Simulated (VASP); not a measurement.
Band structure of VSi (relaxed from the NbAs structure, space group I4_1md). These are PBEsol GGA, VASP's PBE PAW potentials (set 64) (plane waves; VASP) values and carry that method's errors.

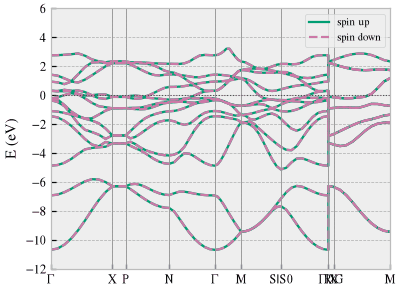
*Bands along high-symmetry lines, zero at the valence-band maximum or, without a gap, the Fermi level*

Problem. Read the plot: is there a gap, and where are the band edges?

Solution. It has no gap at this level: it comes out as a metal or semimetal. (Edges off the drawn lines would not show.)

The structure was generated: VSi was put into the NbAs type (I4_1md), which need not be its known phase. It was relaxed first.
